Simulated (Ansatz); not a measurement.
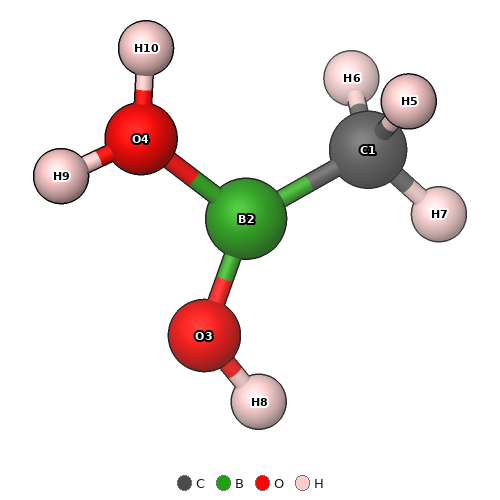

The system is CH6BO2, SMILES CB(O)[OH2+], charge +1; the picture shows the reference structure. Coordinates scanned: (1) dihedral C1–B2–O3–H8; (2) dihedral C1–B2–O4–H9. Nothing is relaxed (all other coordinates rigid). The grid has 10 × 10 points. Energies are in eV, from the relaxed molecule at the same level. Level of theory: RKS B3LYP-D4/def2-TZVP in Ansatz.

Its coordinates:

```xyz
10

C    -0.3314    0.1361   -1.1902
B    -0.0080   -0.2958    0.2497
O    -0.1035   -1.3978    0.9690
O     0.5786    0.7614    1.1486
H     0.5646    0.4854   -1.7134
H    -1.0524    0.9597   -1.2086
H    -0.7531   -0.6840   -1.7709
H    -0.4612   -2.1983    0.5650
H     0.8077    0.5575    2.0742
H     0.7585    1.6758    0.8767
```

Range: dihedral C1–B2–O3–H8 from −180 to 144°; dihedral C1–B2–O4–H9 from −180 to 144°.

Predict the map.

The lowest grid point is at dihedral C1–B2–O3–H8 = 0°, dihedral C1–B2–O4–H9 = −180°, 0.00 eV from the relaxed molecule at the same level. Higher local minima lie near dihedral C1–B2–O3–H8 = 0°, dihedral C1–B2–O4–H9 = 0° (0.009 eV above the lowest at that grid point); dihedral C1–B2–O3–H8 = −180°, dihedral C1–B2–O4–H9 = 0° (0.46 eV above the lowest at that grid point); dihedral C1–B2–O3–H8 = −180°, dihedral C1–B2–O4–H9 = −180° (0.47 eV above the lowest at that grid point). The highest grid point, dihedral C1–B2–O3–H8 = 108°, dihedral C1–B2–O4–H9 = −108°, lies 1.05 eV above the lowest. On the interpolated surface the easiest way out of the lowest well to the well at dihedral C1–B2–O3–H8 = 0°, dihedral C1–B2–O4–H9 = 0° passes a barrier of about 0.42 eV. Round the minimum the valley is somewhat tilted: raising dihedral C1–B2–O3–H8 shifts the best value of dihedral C1–B2–O4–H9 upwards (coupling k₁₂/√(k₁₁k₂₂) about −0.2).

```csv
"dihedral C1–B2–O4–H9 ↓, dihedral C1–B2–O3–H8 →",−180,−144,−108,−72,−36,0,36,72,108,144
144,0.55,0.68,0.77,0.60,0.27,0.14,0.34,0.64,0.70,0.57
108,0.70,0.86,1.05,0.92,0.55,0.38,0.59,0.95,1.00,0.79
72,0.70,0.80,1.01,0.95,0.59,0.38,0.56,0.93,1.05,0.85
36,0.54,0.57,0.71,0.65,0.34,0.15,0.28,0.62,0.78,0.67
0,0.46,0.50,0.57,0.45,0.16,0.01,0.16,0.45,0.57,0.50
−36,0.54,0.67,0.78,0.62,0.28,0.15,0.34,0.65,0.71,0.57
−72,0.70,0.85,1.05,0.93,0.56,0.38,0.59,0.95,1.01,0.80
−108,0.70,0.79,1.00,0.95,0.59,0.38,0.55,0.92,1.05,0.86
−144,0.55,0.57,0.70,0.64,0.34,0.14,0.27,0.60,0.77,0.68
−180,0.47,0.51,0.56,0.43,0.15,0.00,0.15,0.43,0.56,0.51
```

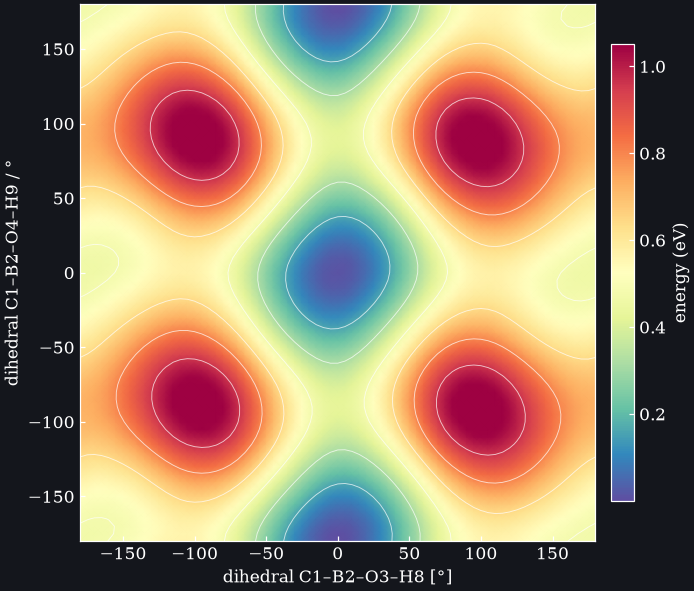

In the figure: a smooth colour map with a few white contour lines. Between grid points the surface is interpolated.

The whole map (100 points run) took 11 min on 1 thread of Arm Neoverse V1, with other jobs on the host.
